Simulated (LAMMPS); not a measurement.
An MD run on a melt of Cu (fcc), 2048 atoms, cooled from 2040 K to 300 K at 1e+14 K/s, at zero pressure.

All values are model results, not measurements: classical MD, pair style eam/alloy, file CuNi.eam.alloy (LAMMPS).

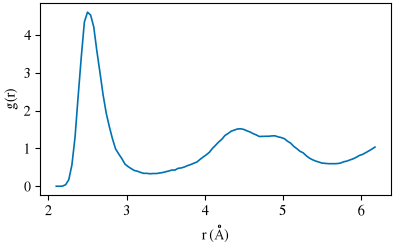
Figure. g(r) against r (Å)

The data show:
- state found: partly crystallised
- first peak of g(r): 2.52 Å, height 4.6
- coordination number: 12.9 (counted to 3.34 Å)

Caution: the cell keeps the atom count and shape of the starting crystal, which eases freezing.
